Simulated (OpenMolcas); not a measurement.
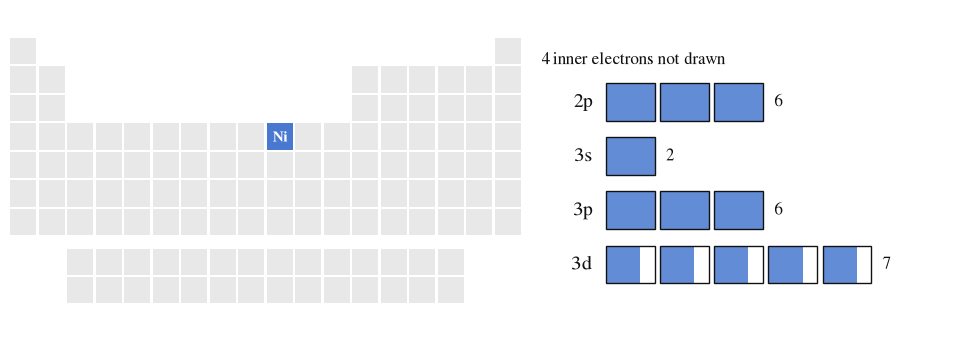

Left, the place of nickel in the periodic table; right, the outer shells of the leading configuration of the lowest level: a box for each of the 2l + 1 orbitals, shaded by the share of the shell that is filled, with the electron count at the right.

**Multiconfigurational calculation: Ni³⁺ complex (part 1 of 2)**

- system: Ni³⁺ with 6 ligands (F; octahedron, 2.004 Å), embedded in Cs2NaYF6 by model potentials and point charges, whose field is part of the energies.
- method: state-averaged CASSCF, active space 7 electrons in the shell 3d, basis ANO-RCC-VDZP on the metal and ANO-RCC-VDZP on the ligands, DKH2 scalar Hamiltonian, spin-orbit coupling by RASSI with atomic mean-field integrals (OpenMolcas)

The input:
```
&GATEWAY
Basis set
Ni.ANO-RCC-VDZP.
Ni1 0.0 0.0 0.0 Angstrom
End of basis
Basis set
F.ANO-RCC-VDZP.
L1 2.004000 0.000000 0.000000 Angstrom
L2 0.000000 2.004000 0.000000 Angstrom
L3 0.000000 0.000000 2.004000 Angstrom
End of basis
Basis set
Na.EMB-AIMP.Ruiperez.7s4p.1s1p.ECP.Cs2NaYF6.
PseudoCharge
* 3 symmetry-unique lattice sites within 7.6 angstrom
End of basis
Basis set
Cs.EMB-AIMP.Ruiperez.0s.0s.ECP.Cs2NaYF6.
PseudoCharge
* 16 symmetry-unique lattice sites within 7.6 angstrom
End of basis
Basis set
F.EMB-AIMP.Ruiperez.0s.0s.ECP.Cs2NaYF6.
PseudoCharge
* 27 symmetry-unique lattice sites within 7.6 angstrom
End of basis
Basis set
Y.EMB-AIMP.Ruiperez.0s.0s.ECP.Cs2NaYF6.
PseudoCharge
* 6 symmetry-unique lattice sites within 7.6 angstrom
End of basis
Symmetry
XYZ
AngMom=0.0 0.0 0.0
AMFI
RICD
XField
1537 Angstrom 0
* Evjen-weighted lattice charges
&SEWARD
&RASSCF
FileOrb=start.orb
Symmetry=1
Spin=4
nActEl=7 0 0
Inactive=18 21
Ras2=5 0
CIRoot=10 10 1
SDav=10
CIMx=300
Iter=150 100
PrWF=0.3
OrbListing=Nothing
MaxOrb=0
LevShft=1.0
>>> COPY $Project.JobIph JOB001
&RASSCF
FileOrb=start.orb
Symmetry=1
Spin=2
nActEl=7 0 0
Inactive=18 21
Ras2=5 0
CIRoot=40 40 1
SDav=40
CIMx=300
Iter=150 100
PrWF=0.3
OrbListing=Nothing
MaxOrb=0
LevShft=1.0
>>> COPY $Project.JobIph JOB002
&RASSI
NrOfJobIphs=2 10 40
1 2 3 4 5 6 7 8 9 10
1 2 3 4 5 6 7 8 9 10 11 12 13 14 15 16 17 18 19 20 21 22 23 24 25 26 27
28 29 30 31 32 33 34 35 36 37 38 39 40
IphNames
JOB001
JOB002
EJob
SpinOrbit
DIPRint=1.0
SOCoupling=1000.0
Subsets=2
Property=9
'ANGMOM' 1 'ANGMOM' 2 'ANGMOM' 3 'MLTPL  1' 1 'MLTPL  1' 2 'MLTPL  1' 3
'AMFI' 1 'AMFI' 2 'AMFI' 3
SOProperty=3
'ANGMOM' 1 'ANGMOM' 2 'ANGMOM' 3
```

The file start.orb holds starting orbitals from an earlier step. A driver script formed the levels outside the program, from RASSI's spin-orbit matrix and the active-space energies, averaged over the components of each term or state.

Launched with:
```bash
OMP_NUM_THREADS=1 MOLCAS_MEM=2457 MOLCAS_PROJECT=a pymolcas a.inp > a.log  # once for each step of the input, in one work folder
```

Output (extracts):
```
--- SEWARD ---
Basis set label: NI.ANO-RCC...5S4P2D1F.

      Electronic valence basis set:
      ------------------
      Associated Effective Charge  28.000000 au
      Associated Actual Charge     28.000000 au
      Nuclear Model: Point charge

      Shell  nPrim  nBasis  Cartesian Spherical Contaminant
         s      21       5        X
         p      15       4        X
         d      10       2                 X
         f       6       1                 X
                  Relativistic Douglas-Kroll-Hess integrals:
                    - DKH order of Hamiltonian: 2
                    - DKH order of Properties : 0
                  Atomic mean-field integrals
--- RASSCF ---
Wave function specifications:
      -----------------------------

      Number of closed shell electrons          78
      Number of electrons in active shells       7
      Max number of holes in RAS1 space          0
      Max nr of electrons in RAS3 space          0
      Number of inactive orbitals               39
      Number of active orbitals                  5
      Number of secondary orbitals              98
      Spin quantum number                      1.5
      State symmetry                             1
Orbital specifications:
      -----------------------

      Symmetry species                           1   2
                                                ag  au
      Frozen orbitals                            0   0
      Inactive orbitals                         18  21
      Active orbitals                            5   0
      RAS1 orbitals                              0   0
      RAS2 orbitals                              5   0
      RAS3 orbitals                              0   0
      Secondary orbitals                        46  52
      Deleted orbitals                           0   0
      Number of basis functions                 69  73
      Number of CSFs                            10
      Number of root(s) required                10
      Iter CI   SX   CI       RASSCF       Energy    max ROT     max BLB   max BLB  Level Ln srch  Step   QN
          iter iter root      energy       change     param      element    value   shift minimum  type update
 Nr of preliminary CI iterations:   1
      Total energies have been shifted. Add                -2000.00 au
        1   1   10    0  -116.27969999    0.00E+00  -8.67E-02   23  29 1  6.03E-01*  1.81   0.00    SX    NO
        2   1   10    0  -117.18021782   -9.01E-01* -6.58E-02    9  22 2  1.66E-01*  1.33   0.00    SX    NO
        3   1    9    0  -117.33396097   -1.54E-01* -4.56E-02    9  22 2  8.48E-02*  1.19   0.00    SX    NO
        4   1    9    0  -117.36322117   -2.93E-02* -2.72E-02   21  24 2  4.85E-02*  1.14   0.00    SX    NO
        5   1    9    0  -117.37266239   -9.44E-03* -3.24E-02   21  24 2  2.96E-02*  1.11   2.39    LS   YES
        6   1    9    0  -117.37745611   -4.79E-03*  8.48E-03   22  28 1 -1.02E-02*  1.08   1.17    QN   YES
        7   1    8    0  -117.37830884   -8.53E-04*  5.42E-03    4  32 2 -7.47E-03*  1.08   1.66    LS   YES
        8   1    8    0  -117.37846724   -1.58E-04* -2.19E-03    4  32 2 -5.92E-03*  1.08   1.03    QN   YES
        9   1    8    0  -117.37859770   -1.30E-04*  2.18E-03    5  33 2  1.66E-03*  1.08   1.40    QN   YES
       10   1    7    0  -117.37862809   -3.04E-05* -8.07E-04   23  29 1  8.73E-04*  1.08   1.17    QN   YES
       11   1    7    0  -117.37863354   -5.44E-06* -4.42E-04    6  34 2  5.43E-04*  1.08   1.41    QN   YES
       12   1    6    0  -117.37863478   -1.25E-06* -5.55E-05    4  32 2 -9.33E-05   1.08   1.13    QN   YES
       13   1    5    0  -117.37863487   -8.46E-08*  2.92E-05    4  32 2 -5.04E-05   1.08   1.25    QN   YES
       14   1    5    0  -117.37863488   -1.66E-08* -1.25E-05    6  24 2  1.40E-05   1.08   1.11    QN   YES
       15   1    4    0  -117.37863489   -2.47E-09  -6.20E-06    9  22 2  6.14E-06   1.08   1.10    QN   YES
      Convergence after 15 iterations
       16   1    4    0  -117.37863489   -2.95E-10  -6.20E-06    6  34 2  3.13E-06   1.08   1.10    QN   YES
      Natural orbitals and occupation numbers for root  1
      sym 1:   1.000000   1.895024   1.895024   1.104976   1.104976
      Natural orbitals and occupation numbers for root  2
      sym 1:   1.895235   1.895235   1.000000   1.104765   1.104765
      Natural orbitals and occupation numbers for root  3
      sym 1:   1.106022   1.106022   1.893978   1.893978   1.000000
::    RASSCF root number  1 Total energy:  -2117.43049766
::    RASSCF root number  2 Total energy:  -2117.43049766
::    RASSCF root number  3 Total energy:  -2117.43049766
::    RASSCF root number  4 Total energy:  -2117.39732508
::    RASSCF root number  5 Total energy:  -2117.39732508
::    RASSCF root number  6 Total energy:  -2117.39732508
::    RASSCF root number  7 Total energy:  -2117.35727149
::    RASSCF root number  8 Total energy:  -2117.31520306
::    RASSCF root number  9 Total energy:  -2117.31520306
::    RASSCF root number 10 Total energy:  -2117.31520306
--- RASSCF ---
Wave function specifications:
      -----------------------------

      Number of closed shell electrons          78
      Number of electrons in active shells       7
      Max number of holes in RAS1 space          0
      Max nr of electrons in RAS3 space          0
      Number of inactive orbitals               39
      Number of active orbitals                  5
      Number of secondary orbitals              98
      Spin quantum number                      0.5
      State symmetry                             1
Orbital specifications:
      -----------------------

      Symmetry species                           1   2
                                                ag  au
      Frozen orbitals                            0   0
      Inactive orbitals                         18  21
      Active orbitals                            5   0
      RAS1 orbitals                              0   0
      RAS2 orbitals                              5   0
      RAS3 orbitals                              0   0
      Secondary orbitals                        46  52
      Deleted orbitals                           0   0
      Number of basis functions                 69  73
      Number of CSFs                            40
      Number of root(s) required                40
      Iter CI   SX   CI       RASSCF       Energy    max ROT     max BLB   max BLB  Level Ln srch  Step   QN
          iter iter root      energy       change     param      element    value   shift minimum  type update
 Nr of preliminary CI iterations:   1
      Total energies have been shifted. Add                -2000.00 au
        1   1    8    0  -117.25081407    0.00E+00   1.20E-02   20  26 1 -1.80E-02*  1.09   0.00    SX    NO
        2   1    8    0  -117.25226091   -1.45E-03* -9.15E-03   12  23 1  6.01E-03*  1.09   0.00    SX    NO
        3   1    8    0  -117.25289056   -6.30E-04*  5.79E-03   20  26 1 -5.60E-03*  1.09   0.00    SX    NO
        4   1    8    0  -117.25318624   -2.96E-04*  4.17E-03   20  26 1 -2.79E-03*  1.08   0.00    SX    NO
        5   1    8    0  -117.25332891   -1.43E-04*  6.06E-03   20  26 1 -2.25E-03*  1.08   2.50    LS   YES
        6   1    8    0  -117.25344471   -1.16E-04*  3.35E-03    8  34 2  1.66E-03*  1.08   1.56    LS   YES
        7   1    8    0  -117.25346199   -1.73E-05* -4.62E-04    8  34 2  2.40E-03*  1.07   1.02    QN   YES
        8   1    7    0  -117.25346717   -5.18E-06* -2.68E-04   10  24 1 -9.11E-04*  1.08   0.87    QN   YES
        9   1    7    0  -117.25346874   -1.56E-06* -2.48E-04   10  24 1 -6.07E-04*  1.08   1.93    LS   YES
       10   1    6    0  -117.25346921   -4.72E-07* -1.55E-04   10  24 1 -3.26E-04*  1.08   1.00    QN   YES
       11   1    6    0  -117.25346939   -1.81E-07*  7.02E-05   10  24 1 -1.13E-04*  1.08   1.36    QN   YES
       12   1    5    0  -117.25346943   -3.62E-08*  3.50E-05    8  34 2 -3.14E-05   1.08   1.21    QN   YES
       13   1    5    0  -117.25346944   -8.46E-09   2.09E-05    8  34 2 -1.73E-05   1.08   1.31    QN   YES
      Convergence after 13 iterations
       14   1    5    0  -117.25346944   -3.95E-09   2.09E-05   10  24 1  1.28E-05   1.08   1.31    QN   YES
      Natural orbitals and occupation numbers for root  1
      sym 1:   0.129955   1.965451   1.931783   1.960886   1.011925
      Natural orbitals and occupation numbers for root  2
      sym 1:   1.011925   1.939962   1.973630   1.944528   0.129955
      Natural orbitals and occupation numbers for root  3
      sym 1:   0.495559   1.856795   1.132084   1.856794   1.658768
::    RASSCF root number  1 Total energy:  -2117.36482439
::    RASSCF root number  2 Total energy:  -2117.36482439
::    RASSCF root number  3 Total energy:  -2117.33758106
::    RASSCF root number  4 Total energy:  -2117.33758106
::    RASSCF root number  5 Total energy:  -2117.33758106
::    RASSCF root number  6 Total energy:  -2117.33505041
::    RASSCF root number  7 Total energy:  -2117.33505041
::    RASSCF root number  8 Total energy:  -2117.33505041
::    RASSCF root number  9 Total energy:  -2117.31067229
::    RASSCF root number 10 Total energy:  -2117.31067229
::    RASSCF root number 11 Total energy:  -2117.31067229
::    RASSCF root number 12 Total energy:  -2117.30573532
::    RASSCF root number 13 Total energy:  -2117.29550220
::    RASSCF root number 14 Total energy:  -2117.29550220
::    RASSCF root number 15 Total energy:  -2117.29550220
::    RASSCF root number 16 Total energy:  -2117.28482169
::    RASSCF root number 17 Total energy:  -2117.28482169
::    RASSCF root number 18 Total energy:  -2117.28482169
::    RASSCF root number 19 Total energy:  -2117.27320686
::    RASSCF root number 20 Total energy:  -2117.27320686
::    RASSCF root number 21 Total energy:  -2117.25774846
::    RASSCF root number 22 Total energy:  -2117.25774846
::    RASSCF root number 23 Total energy:  -2117.25774845
::    RASSCF root number 24 Total energy:  -2117.25456319
::    RASSCF root number 25 Total energy:  -2117.25456319
::    RASSCF root number 26 Total energy:  -2117.25456319
::    RASSCF root number 27 Total energy:  -2117.25081946
::    RASSCF root number 28 Total energy:  -2117.25081946
::    RASSCF root number 29 Total energy:  -2117.20874759
::    RASSCF root number 30 Total energy:  -2117.20874759
```

(Continued in part 2.) Outcome of the run: converged.
